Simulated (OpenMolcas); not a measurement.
Exact exchange and the electronic atomisation energy of GaH2O2

The species is GaH2O2 (5 atoms), meant as a doublet with charge 0. As SMILES, `[OH][Ga][OH]`. The shape is that of a PBE0-D4/def2-TZVP optimisation. This is one conformer, not always the lowest.

The electronic atomisation energy y, in eV, basis def2-SVPD; a is the functional's share of exact exchange. Programs: OpenMolcas 26.06.

| functional | program | a | y (eV) |
| --- | --- | --- | --- |
| UTPSS | OpenMolcas | 0 | 16.43 |
| UBLYP | OpenMolcas | 0 | 16.44 |
| UB3LYP | OpenMolcas | 0.2 | 16.24 |
| UPBE0 | OpenMolcas | 0.25 | ? |
| UBHLYP | OpenMolcas | 0.5 | 15.36 |

Q: Fit y = c + s·a to the known rows and predict UPBE0.

A: 
1. Means of the 4 rows: a = 0.1750, y = 16.117.
2. Σ(Δa)² = 0.1675, Σ(Δa·Δy) = -0.35425, so the slope is -0.35425/0.1675 = -2.1149.
3. Intercept: 16.117 − (-2.1149) × 0.1750 = 16.487. The largest residual of the fit is 0.18.
4. UPBE0: 16.487 + (-2.1149) × 0.25 = 15.96 eV.

The run gave 16.26 eV, so the prediction is off by -0.30 eV, more than the largest residual. The rows mix families of semi-local functionals, which the line can't see.

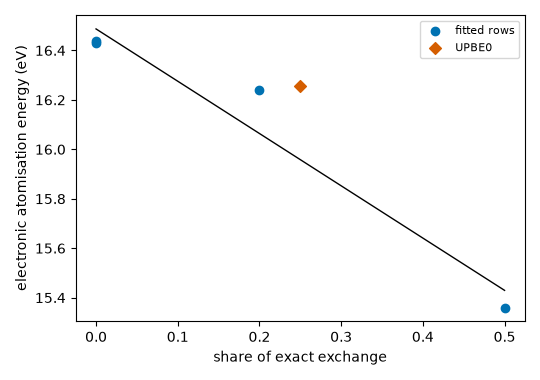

The fitted line, with the withheld row.
